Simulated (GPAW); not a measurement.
# NaHF2 (R-3m): the F K absorption edge, part 2 of 3

How does the F K edge of NaHF2 (R-3m) move when the bonds are compressed or stretched?

GPAW 26.7.0; X-ray absorption from dipole matrix elements to empty bands, plane-wave PAW LDA.

So far. Step 2 (The field without a hole): The mesh shows a gap of 6.60 eV, so the hole is first treated in a charged cell, without the excited electron.

## 4. Spectrum with FCH, F atom 2

The holes are 6.1 Å apart. In GPAW the data set carries the hole's charge, so charge=0 means a charged cell and charge=-1 a neutral one. The excited electron is left out and a uniform background balances the charge. After the field has converged, empty bands are computed with the density fixed and the dipole matrix elements are summed.

The absorber has 1 H at 1.13 Å and 3 Na at 2.32 Å (distorted tetrahedral, site symmetry 3m).

xas.py

```python
import numpy as np
from ase import Atoms
from ase.parallel import parprint, paropen
from gpaw import GPAW, PW, FermiDirac, Mixer, MixerDif, setup_paths
from gpaw.test import gen
setup_paths.insert(0, '.')
gen('F', name='fch1s', xcname='LDA', corehole=(1, 0, 1), write_xml=True)
from gpaw.mpi import world
world.barrier()

atoms = Atoms('Na4F8H4',
    cell=[[3.474, -2.00571484, 4.58333333],
     [-3.474, -2.00571484, 4.58333333],
     [0, -4.01142967, -4.58333333]],
    scaled_positions=[[0, 0, 0],
     [0.5, 0.5, 0],
     [0, 0.5, 0.5],
     [0.5, 0, 0.5],
     [0.5824, 0.5824, 0.4176],
     [0.0824, 0.0824, 0.4176],
     [0.5824, 0.0824, 0.9176],
     [0.0824, 0.5824, 0.9176],
     [0.4176, 0.4176, 0.5824],
     [0.9176, 0.9176, 0.5824],
     [0.4176, 0.9176, 0.0824],
     [0.9176, 0.4176, 0.0824],
     [0.5, 0.5, 0.5],
     [0, 0, 0.5],
     [0.5, 0, 0],
     [0, 0.5, 0]],
    pbc=True)
atoms.calc = calc = GPAW(legacy_gpaw=True, mode=PW(500), xc='LDA', setups={4: 'fch1s'},
    kpts={'size': (3, 3, 3), 'gamma': True}, occupations=FermiDirac(0.02),
    charge=0, mixer=Mixer(0.1, 5, 50), maxiter=150,
    convergence={'density': 0.0001}, txt='scf.txt')
energy = atoms.get_potential_energy() + calc.get_reference_energy()
ef = calc.get_fermi_level()
out = dict(energy=energy, fermi=ef, forces=atoms.get_forces().tolist())
parprint(f'all-electron energy {energy:.4f} eV, Fermi level {ef:.4f} eV')
ev = np.array([[calc.get_eigenvalues(k, s) for k in range(len(calc.get_ibz_k_points()))] for s in range(calc.get_number_of_spins())])
out['homo'], out['lumo'], out['counts'] = ev[ev < ef].max(), ev[ev > ef].min(), sorted(set((ev < ef).sum((0, 2)).tolist()))
out['filled'] = (ev[:, 0] < ef).sum(1).tolist()

from ase.units import Ha
from gpaw.xas import dipole_matrix_elements
nb = int(calc.get_number_of_electrons() / 2) + 117
top, nb = nb, nb + 8 + nb // 12
nscf = calc.fixed_density(kpts={'size': (4, 4, 4), 'gamma': True}, nbands=nb,
    convergence={'bands': top, 'eigenstates': 1e-5}, maxiter=60, txt='nscf.txt')
cell = atoms.cell.array
ops = [cell.T @ U.T @ np.linalg.inv(cell.T) for U in nscf.wfs.kd.symmetry.op_scc]
filled = [44]  # bands filled in the ground state, by spin
E = np.arange(-6, 34, 0.1)
fwhm = np.interp(E, [4, 25], [0.9, 3.5])
Y, X, zero, highest = 0, 0, 1e9, 1e9
for spin in range(nscf.get_number_of_spins()):
    wfs = nscf.wfs
    A = dipole_matrix_elements(wfs.setups[4])
    eps = np.zeros((wfs.kd.nibzkpts, nb))
    d = np.zeros((3, A.shape[1], wfs.kd.nibzkpts, nb), complex)
    for kpt in wfs.kpt_u:
        if kpt.s == spin and 4 in kpt.P_ani:
            eps[kpt.k] = kpt.eps_n * Ha
            d[:, :, kpt.k] = (kpt.weight * wfs.nspins / 2) ** 0.5 * np.inner(A, kpt.P_ani[4])
    world.sum(eps)
    world.sum(d)
    T = np.einsum('amkn,bmkn->abkn', d, d.conj()).real
    T = sum(np.einsum('ai,ijkn,bj->abkn', R, T, R) for R in ops) / len(ops)
    empty = np.ones_like(eps, bool) & (np.arange(nb) >= filled[spin])
    zero, highest = min(zero, eps[empty].min()), min(highest, eps[:, top - 1].min())
    lines = [(eps, T, empty)] if spin == 0 else lines + [(eps, T, empty)]
for eps, T, empty in lines:
    f = np.einsum('aakn->akn', T).reshape(3, -1)
    x = eps.ravel() - zero
    w = np.interp(x, E, fwhm) / 2.35482
    g = np.exp(-0.5 * ((E[:, None] - x) / w) ** 2) / (w * (2 * np.pi) ** 0.5)
    Y = Y + (f * empty.ravel()) @ g.T
    X = X + (f * ~empty.ravel()) @ g.T
out.update(E=E.round(2).tolist(), xas=Y.tolist(), xes=X.tolist(), zero=zero, valid=highest - zero, nk=len(eps), nb=nb)
for i in range(0, len(E), 10):
    parprint(f'{E[i]:7.2f}', *(f'{v:10.3e}' for v in Y[:, i]))
import json
with paropen('out.json', 'w') as f:
    json.dump(out, f)
```

Run with:

```sh
> OMP_NUM_THREADS=1 mpirun -n 2 gpaw python xas.py
```

Numbers of over 12 decimals in the logs are rounded to 6 here.

Log:

```text
Input parameters:
  convergence: {density: 0.0001}
  kpts: {gamma: True,
         size: (3, 3, 3)}
  maxiter: 150
  mixer: {backend: pulay,
          beta: 0.1,
          method: separate,
          nmaxold: 5,
          weight: 50}
  mode: {ecut: 500.0,
         name: pw}
  occupations: {fixmagmom: False,
                name: fermi-dirac,
                width: 0.02}
  setups: {4: fch1s}

Initialize ...

[... PAW data sets ...]

Reference energy: -38531.699454  # eV

Spin-paired calculation

[... convergence settings ...]
Symmetries present (total): 2
  [... symmetry matrices ...]

27 k-points: 3 x 3 x 3 Monkhorst-Pack grid
10 k-points in the irreducible part of the Brillouin zone
       k-points in crystal coordinates                weights
   0:     0.00000000    0.00000000    0.00000000          1/27
   1:     0.00000000    0.00000000    0.33333333          2/27
   2:     0.33333333   -0.33333333    0.00000000          2/27
   3:     0.33333333   -0.33333333    0.33333333          4/27
   4:     0.33333333    0.00000000   -0.33333333          4/27
   5:     0.33333333    0.00000000    0.00000000          4/27
   6:     0.33333333    0.00000000    0.33333333          4/27
   7:     0.33333333    0.33333333   -0.33333333          2/27
   8:     0.33333333    0.33333333    0.00000000          2/27
   9:     0.33333333    0.33333333    0.33333333          2/27

Wave functions: Plane wave expansion
  Cutoff energy: 500.000 eV
  Number of coefficients (min, max): 4841, 4877
  Pulay-stress correction: 0.000000 eV/Ang^3 (de/decut=0.000000)
  Using FFTW library
  Wavefunction extrapolation:
    Improved wavefunction reuse through dual PAW basis

Occupation numbers: Fermi-Dirac:
  width: 0.0200  # eV

Eigensolver
   Davidson(niter=2)

Densities:
  Coarse grid: 32*32*32 grid
  Fine grid: 64*64*64 grid
  Total Charge: 1.000000

Density mixing:
  Method: separate
  Backend: pulay
  Linear mixing parameter: 0.1
  old densities: 5
  Width of damping distribution: 1.1
  Damping of long wavelength oscillations: 50

[... Hamiltonian set-up ...]
Number of atoms: 16
Number of atomic orbitals: 64
Number of bands in calculation: 57
Number of valence electrons: 88
Bands to converge: occupied

... initialized

Initializing position-dependent things.

Density initialized from atomic densities
Creating initial wave functions:
  57 bands from LCAO basis set

         F       F
              Na
           F

          H F     H
            H
               Na
            F
         Na   F  Na

        F     H F

Atomic positions and initial magnetic moments

Positions:
   0 Na     0.000000    0.000000    0.000000    ( 0.0000,  0.0000,  0.0000)
   1 Na     0.000000   -2.005715    4.583333    ( 0.0000,  0.0000,  0.0000)
   2 Na    -1.737000   -3.008572    0.000000    ( 0.0000,  0.0000,  0.0000)
   3 Na     1.737000   -3.008572    0.000000    ( 0.0000,  0.0000,  0.0000)
   4 F      0.000000   -4.011430    3.424667    ( 0.0000,  0.0000,  0.0000)
   5 F     -0.000000   -2.005715   -1.158667    ( 0.0000,  0.0000,  0.0000)
   6 F      1.737000   -5.014287   -1.158667    ( 0.0000,  0.0000,  0.0000)
[...]
13 H      0.000000   -2.005715   -2.291667    ( 0.0000,  0.0000,  0.0000)
  14 H      1.737000   -1.002857    2.291667    ( 0.0000,  0.0000,  0.0000)
  15 H     -1.737000   -1.002857    2.291667    ( 0.0000,  0.0000,  0.0000)

Unit cell:
           periodic     x           y           z      points  spacing
  1. axis:    yes    3.474000   -2.005715    4.583333    32     0.1723
  2. axis:    yes   -3.474000   -2.005715    4.583333    32     0.1723
  3. axis:    yes    0.000000   -4.011430   -4.583333    32     0.1723

  Lengths:   6.090855   6.090855   6.090855
  Angles:  110.448874 110.448874  69.551126

Effective grid spacing dv^(1/3) = 0.1802

iter:   1   -92.336541
iter:   2   -90.907351   -1.41  -1.25
iter:   3   -88.923041   -1.11  -1.32
iter:   4   -88.840026   -1.80  -1.52
iter:   5   -88.762858   -1.93  -1.79
iter:   6   -88.746228   -2.72  -2.36
iter:   7   -88.736355c  -3.71  -2.62
iter:   8   -88.741342c  -3.06  -2.91
iter:   9   -88.735384c  -3.37  -2.75
iter:  10   -88.735386c  -5.33  -3.65
iter:  11   -88.735437c  -5.12  -3.74
iter:  12   -88.735369c  -5.52  -3.72
iter:  13   -88.735367c  -6.24  -4.14c
iter:  14   -88.735366c  -7.06  -4.28c
iter:  15   -88.735366c  -8.20c -4.47c

Converged after 15 iterations.

Dipole moment: (0.000000, 0.000000, 0.445983) |e|*Ang

Energy contributions relative to reference atoms: (reference = -38531.699454)

Kinetic:        +79.462053
Potential:      -96.540618
External:        +0.000000
XC:             -73.325185
Entropy (-ST):   -0.000000
Local:           +1.668384
SIC:             +0.000000
--------------------------
Free energy:    -88.735366
Extrapolated:   -88.735366

Showing only first 2 kpts
 Kpt  Band  Eigenvalues  Occupancy
  0    42     -3.38065    2.00000
  0    43     -3.37960    2.00000
  0    44      2.55181    0.00000
  0    45      7.11266    0.00000

  1    42     -3.42912    2.00000
  1    43     -3.37067    2.00000
  1    44      3.29178    0.00000
[...]
Fermi level: -1.54178

Gap: 5.880 eV
Transition (v -> c):
  (s=0, k=7, n=43, [0.33, 0.33, -0.33]) -> (s=0, k=0, n=44, [0.00, 0.00, 0.00])
Direct/indirect transitions are different
Direct gap: 5.931 eV
Transition at: (s=0, k=0, n=43, [0.00, 0.00, 0.00])

Forces in eV/Ang:
  0 Na    0.00000   -0.00000    0.05630
  1 Na    0.00000    0.80728    0.46245
  2 Na    0.69913   -0.40364    0.46245
  3 Na   -0.69913   -0.40364    0.46245
  4 F     0.00000   -0.00001    3.42718
  5 F     0.00000   -0.08133    0.43598
  6 F    -0.07043    0.04066    0.43598
[...]
13 H     0.00000    0.01201    0.03720
 14 H     0.01040   -0.00601    0.03721
 15 H    -0.01040   -0.00601    0.03721
Scalar-relativistic atomic LDA calculation for F (Fluorine, Z=9)
Core hole in 1s state (1s occupation: 1.0)
300 radial gridpoints.
|------------------------------------------------|
|------------------------------------------------|
[... the atom generator's iteration count ...]

Energy contributions:
-------------------------
Kinetic:      +73.074518
XC:            -7.529720
Potential:   -138.883139
-------------------------
Total:        -73.338341

state      eigenvalue         ekin         rmax
-----------------------------------------------
1s^1.0 :   -27.508849    38.870947        0.112
2s^2.0 :    -1.877741     5.094802        0.712
2p^5.0 :    -1.212468     4.802793        0.605
-----------------------------------------------
(units: Bohr and Hartree)

Generating PAW setup
Kinetic energy of the core from tauc = 38.910803
Cutoffs:
rc(s)=1.200
rc(p)=1.200
rc(d)=1.200
rc(vbar)=1.080
rc(comp)=1.200
rc(nct)=1.200

Kinetic energy of the core states: 38.870947
Charge: 1.0
Core electrons: 1.0
Valence electrons: 7.0
Pseudo-core charge: 0.000102
Shape function alpha=6.944
Pseudo-electron charge 5.398325
state    eigenvalue         norm
--------------------------------
2s(2) :    -1.877741     1.039630
*s    :    -0.877741
2p(5) :    -1.212468     0.663793
*p    :    -0.212468
*d    :     0.000000
--------------------------------

Diagonalizing with gridspacing h=0.050

state   all-electron     PAW
-------------------------------
2s:      -1.877741    -1.879888
2p:      -1.212468    -1.215269
*d:                   -0.058611
*f:                   -0.013370
-------------------------------
all-electron energy -38620.4348 eV, Fermi level -1.5418 eV
[...]
31.00  2.254e-05  2.254e-05  2.855e-05
  32.00  2.073e-05  2.073e-05  2.353e-05
  33.00  1.964e-05  1.964e-05  1.925e-05
```

It took 3.4 min on 2 MPI ranks of Arm Neoverse V2, shared host; peak memory 0.56 GiB.

The F K spectrum, F atom 2, full core hole (charged cell) (energy from the lowest empty level; intensity scaled to a mean of 1 over the first 20 eV; polarised curves are means over the symmetry-equivalent atoms):

| E (eV) | isotropic | ε ⊥ c | ε ∥ c |
| --- | --- | --- | --- |
| -2.0 | 0.00 | 0.00 | 0.00 |
| -0.5 | 0.00 | 0.00 | 0.00 |
| 1.0 | 0.16 | 0.05 | 0.38 |
| 2.5 | 0.68 | 0.71 | 0.64 |
| 4.0 | 1.98 | 1.87 | 2.21 |
| 5.5 | 1.28 | 1.18 | 1.50 |
| 7.0 | 2.58 | 1.10 | 5.52 |
| 8.5 | 1.08 | 0.76 | 1.72 |
| 10.0 | 0.52 | 0.52 | 0.53 |
| 11.5 | 0.86 | 1.04 | 0.52 |
| 13.0 | 0.92 | 1.14 | 0.49 |
| 14.5 | 0.54 | 0.59 | 0.44 |
| 16.0 | 0.78 | 0.99 | 0.37 |
| 17.5 | 0.94 | 1.19 | 0.43 |
| 19.0 | 0.76 | 0.90 | 0.50 |
| 20.5 | 0.63 | 0.71 | 0.47 |
| 22.0 | 0.62 | 0.69 | 0.47 |
| 23.5 | 0.61 | 0.67 | 0.50 |
| 25.0 | 0.71 | 0.76 | 0.61 |
| 26.5 | 0.82 | 0.87 | 0.72 |
| 28.0 | 0.83 | 0.84 | 0.80 |
| 29.5 | 0.76 | 0.71 | 0.87 |
| 31.0 | 0.66 | 0.60 | 0.76 |

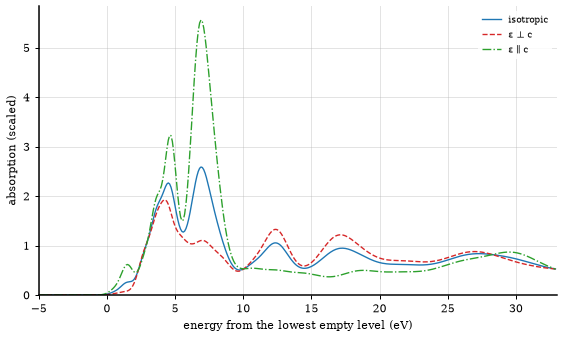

The F K edge, F atom 2, full core hole (charged cell): main maxima at 4.5, 6.9 and 12.4 eV.

Main maxima below 24 eV (height): 4.5 eV (2.27), 6.9 eV (2.59), 12.4 eV (1.05) and 17.3 eV (0.95). A K edge sees empty p states on the absorber.

The hole costs E(hole) − E(ground) = 688.36 eV, and the lowest empty level of the hole cell on the spectrum's mesh lies at 2.55 eV, which puts the zero at 690.91 eV. One term is added: -9.89 eV, since the hole is spin-paired here and a spin-polarised one costs that much less in the free atom (computed apart). The photon energy is then 681.02 eV. The functional and the charged cell's background leave an error in such absolute values: in the free atom LDA prices this hole 4.7 eV below PBE (computed apart), and PBE is itself good to a few eV.

## 5. Reference energy of the supercell

The cell and mesh change for the next run, so it gets a reference energy of its own.

The cell differs from the one that the last finished run ended in (a 6.091 → 5.967 Å, b 6.091 → 5.967 Å, c 6.091 → 5.967 Å).

scf.py

```python
import numpy as np
from ase import Atoms
from ase.parallel import parprint, paropen
from gpaw import GPAW, PW, FermiDirac, Mixer, MixerDif, setup_paths
from gpaw.test import gen
setup_paths.insert(0, '.')
gen('F', name='nch1s', xcname='LDA', corehole=(1, 0, 0), write_xml=True)
from gpaw.mpi import world
world.barrier()

atoms = Atoms('Na4F8H4',
    cell=[[3.40308214, -1.96477039, 4.48976966],
     [-3.40308214, -1.96477039, 4.48976966],
     [0, -3.92954078, -4.48976966]],
    scaled_positions=[[0, 0, 0],
     [0.5, 0.5, 0],
     [0, 0.5, 0.5],
     [0.5, 0, 0.5],
     [0.5824, 0.5824, 0.4176],
     [0.0824, 0.0824, 0.4176],
     [0.5824, 0.0824, 0.9176],
     [0.0824, 0.5824, 0.9176],
     [0.4176, 0.4176, 0.5824],
     [0.9176, 0.9176, 0.5824],
     [0.4176, 0.9176, 0.0824],
     [0.9176, 0.4176, 0.0824],
     [0.5, 0.5, 0.5],
     [0, 0, 0.5],
     [0.5, 0, 0],
     [0, 0.5, 0]],
    pbc=True)
atoms.calc = calc = GPAW(legacy_gpaw=True, mode=PW(500), xc='LDA', setups={4: 'nch1s'},
    kpts={'size': (4, 4, 4), 'gamma': True}, occupations=FermiDirac(0.02),
    charge=0, mixer=Mixer(0.1, 5, 50), maxiter=150,
    convergence={'density': 0.0001}, txt='scf.txt')
energy = atoms.get_potential_energy() + calc.get_reference_energy()
ef = calc.get_fermi_level()
out = dict(energy=energy, fermi=ef, forces=atoms.get_forces().tolist())
parprint(f'all-electron energy {energy:.4f} eV, Fermi level {ef:.4f} eV')
ev = np.array([[calc.get_eigenvalues(k, s) for k in range(len(calc.get_ibz_k_points()))] for s in range(calc.get_number_of_spins())])
out['homo'], out['lumo'], out['counts'] = ev[ev < ef].max(), ev[ev > ef].min(), sorted(set((ev < ef).sum((0, 2)).tolist()))
out['filled'] = (ev[:, 0] < ef).sum(1).tolist()
import json
with paropen('out.json', 'w') as f:
    json.dump(out, f)
```

Run with:

```sh
> OMP_NUM_THREADS=1 mpirun -n 2 gpaw python scf.py
```

Log:

```text
Input parameters:
  convergence: {density: 0.0001}
  kpts: {gamma: True,
         size: (4, 4, 4)}
  maxiter: 150
  mixer: {backend: pulay,
          beta: 0.1,
          method: separate,
          nmaxold: 5,
          weight: 50}
  mode: {ecut: 500.0,
         name: pw}
  occupations: {fixmagmom: False,
                name: fermi-dirac,
                width: 0.02}
  setups: {4: nch1s}

Initialize ...

[...]
2s(2) :    -1.089490     1.062936
*s    :    -0.089490
2p(5) :    -0.415007     0.777410
*p    :     0.584993
*d    :     0.000000
--------------------------------

Diagonalizing with gridspacing h=0.050

state   all-electron     PAW
-------------------------------
2s:      -1.089490    -1.091166
2p:      -0.415007    -0.417133
*d:                    0.051257
*f:                    0.077758
-------------------------------
all-electron energy -39308.8168 eV, Fermi level -1.4040 eV
[key lines of the parts left out:]
Converged after 12 iterations.
Dipole moment: (-0.000000, 0.000001, -0.000002) |e|*Ang
Free energy:    -73.796460
Fermi level: -1.40399
```

Elapsed: 47 s, on 2 MPI ranks; peak memory 0.34 GiB.

Reference energy: -39308.817 eV with the cores included.

## 6. Spectrum with FCH, F atom 2

Shorter bonds are expected to push antibonding states and scattering resonances up, and longer ones down; the cell is scaled to test that.

Changed against the first core-hole run: volume scale from 1 to 0.94; the field's mesh follows (3×3×3 to 4×4×4).

xas.py: that of step 4 with these lines changed.

```diff
@@ -11,5 +11,5 @@
 atoms = Atoms('Na4F8H4',
-    cell=[[3.474, -2.00571484, 4.58333333],
-     [-3.474, -2.00571484, 4.58333333],
-     [0, -4.01142967, -4.58333333]],
+    cell=[[3.40308214, -1.96477039, 4.48976966],
+     [-3.40308214, -1.96477039, 4.48976966],
+     [0, -3.92954078, -4.48976966]],
     scaled_positions=[[0, 0, 0],
@@ -32,3 +32,3 @@
 atoms.calc = calc = GPAW(legacy_gpaw=True, mode=PW(500), xc='LDA', setups={4: 'fch1s'},
-    kpts={'size': (3, 3, 3), 'gamma': True}, occupations=FermiDirac(0.02),
+    kpts={'size': (4, 4, 4), 'gamma': True}, occupations=FermiDirac(0.02),
     charge=0, mixer=Mixer(0.1, 5, 50), maxiter=150,
@@ -45,3 +45,3 @@
 from gpaw.xas import dipole_matrix_elements
-nb = int(calc.get_number_of_electrons() / 2) + 117
+nb = int(calc.get_number_of_electrons() / 2) + 110
 top, nb = nb, nb + 8 + nb // 12
```

Run with:

```sh
> OMP_NUM_THREADS=1 mpirun -n 2 gpaw python xas.py
```

Log:

```text
Input parameters:
  convergence: {density: 0.0001}
  kpts: {gamma: True,
         size: (4, 4, 4)}
  maxiter: 150
  mixer: {backend: pulay,
          beta: 0.1,
          method: separate,
          nmaxold: 5,
          weight: 50}
  mode: {ecut: 500.0,
         name: pw}
  occupations: {fixmagmom: False,
                name: fermi-dirac,
                width: 0.02}
  setups: {4: fch1s}

Initialize ...

[...]
*p    :    -0.212468
*d    :     0.000000
--------------------------------

Diagonalizing with gridspacing h=0.050

state   all-electron     PAW
-------------------------------
2s:      -1.877741    -1.879888
2p:      -1.212468    -1.215269
*d:                   -0.058611
*f:                   -0.013370
-------------------------------
all-electron energy -38620.7144 eV, Fermi level -1.1311 eV
[...]
32.00  2.221e-05  2.221e-05  2.919e-05
  33.00  2.037e-05  2.037e-05  2.397e-05
[key lines of the parts left out:]
Converged after 15 iterations.
Dipole moment: (-0.000000, 0.000000, 0.434056) |e|*Ang
Free energy:    -89.014914
Fermi level: -1.13109
```

Elapsed: 3.6 min, on 2 MPI ranks; peak memory 0.58 GiB.

| E (eV) | first run | this run |
| --- | --- | --- |
| -2.0 | 0.00 | 0.00 |
| -1.0 | 0.00 | 0.00 |
| 0.0 | 0.02 | 0.01 |
| 1.0 | 0.16 | 0.13 |
| 2.0 | 0.32 | 0.28 |
| 3.0 | 1.11 | 1.00 |
| 4.0 | 1.98 | 1.89 |
| 5.0 | 1.80 | 1.83 |
| 6.0 | 1.54 | 1.13 |
| 7.0 | 2.58 | 2.40 |
| 8.0 | 1.57 | 2.17 |
| 9.0 | 0.71 | 1.02 |
| 10.0 | 0.52 | 0.53 |
| 11.0 | 0.72 | 0.71 |
| 12.0 | 1.01 | 0.94 |
| 13.0 | 0.92 | 1.02 |
| 14.0 | 0.58 | 0.69 |
| 15.0 | 0.58 | 0.53 |
| 16.0 | 0.78 | 0.65 |
| 17.0 | 0.94 | 0.86 |
| 18.0 | 0.90 | 0.93 |
| 19.0 | 0.76 | 0.84 |
| 20.0 | 0.66 | 0.71 |
| 21.0 | 0.62 | 0.63 |
| 22.0 | 0.62 | 0.61 |
| 23.0 | 0.61 | 0.60 |
| 24.0 | 0.63 | 0.59 |
| 25.0 | 0.71 | 0.63 |
| 26.0 | 0.79 | 0.71 |
| 27.0 | 0.83 | 0.79 |
| 28.0 | 0.83 | 0.82 |
| 29.0 | 0.79 | 0.81 |
| 30.0 | 0.73 | 0.77 |
| 31.0 | 0.66 | 0.72 |
| 32.0 | 0.58 | 0.64 |

Against the first run the r.m.s. difference is 17 %. A shift of +0.4 eV leaves 10 %. The highest intensity below 16 eV goes from 6.9 eV (2.59) to 7.4 eV (2.61).

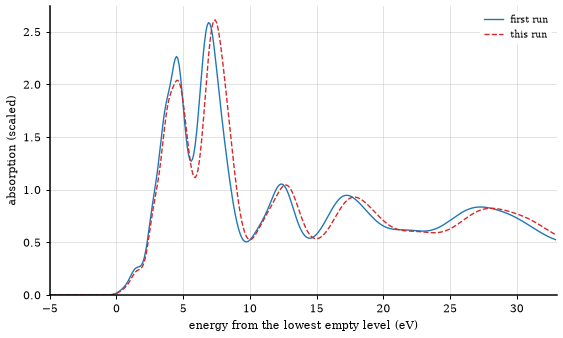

The effect of the change (volume scale from 1 to 0.94).

The photon energy of the zero moves by +0.25 eV.

(Continued in part 3 of 3.)

[Banner, clock and machine lines of the logs are left out without a mark of their own.]

[Logs are printed without paths, hosts, clocks, repeated set-up lines and the standing remarks that a program may print on its own settings, such as how far it seeks lower states.]

[Hosts, paths, dates, database ids (printed as entryN), source tags and the programs' standing remarks are cut or masked in the printed files.]

[Lists of maxima count a maximum above −3 eV only where it reaches 4 % of the highest in the window and stands out from its surroundings by 2 % of it (1.5 % where it reaches 55 %); shoulders and weaker maxima are passed over, and of the rest the first, up to two pre-edge ones and the few strongest are named.]
